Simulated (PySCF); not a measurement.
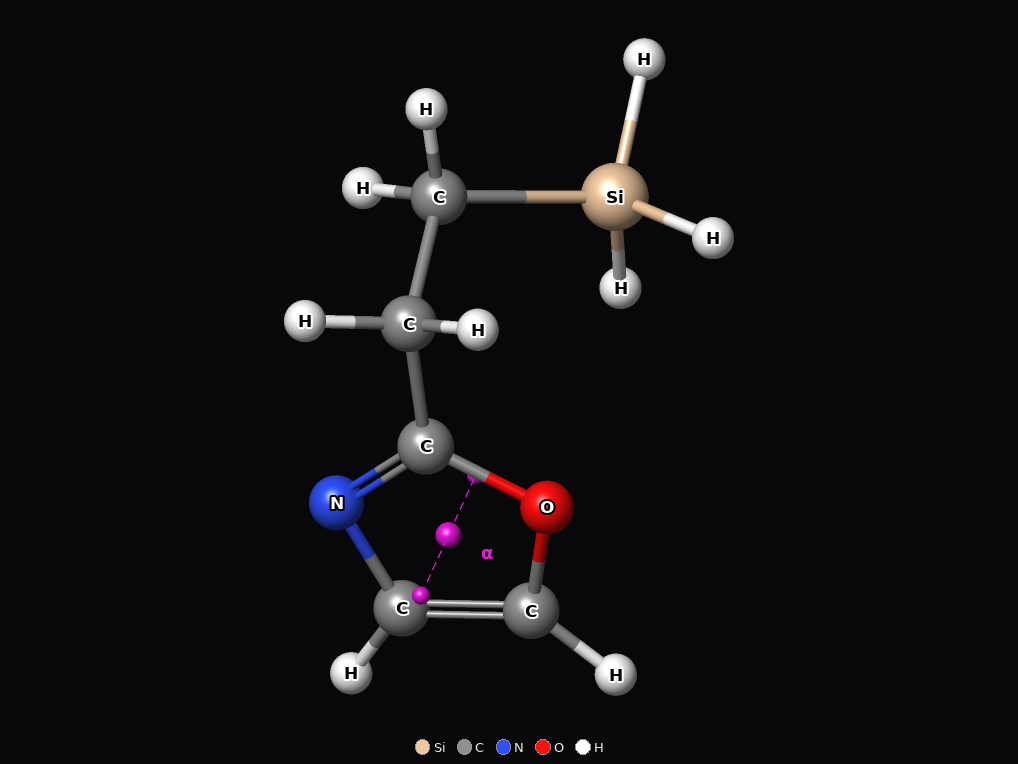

The small points mark where nucleus-independent chemical shifts (NICS) were computed: at the centre of each lettered ring and 1 Å above and below it. The geometry was computed by an optimisation with GFN2-xTB. No frequency run is at hand to confirm it as a minimum. Properties computed with GIAO PBE0/pcSseg-1 NMR shielding, non-relativistic, gas phase (PySCF 2.14.0).

Give NICS(0), NICS(1) and the out-of-plane component NICS(1)zz for each ring (means of the two sides).

```
ring  members  NICS(0)  NICS(1)  NICS(1)zz
   α     C3NO    −11.5    −10.4      −27.4
```

Values in ppm.

> What do the values say about the ring currents?

Ring α: diatropic, as in an aromatic ring. NICS is one index among several.

The geometry is semi-empirical. Around Si such bond lengths and angles can be off by a tenth of an ångström or more and by several degrees, and values that hang on the shape move with them.
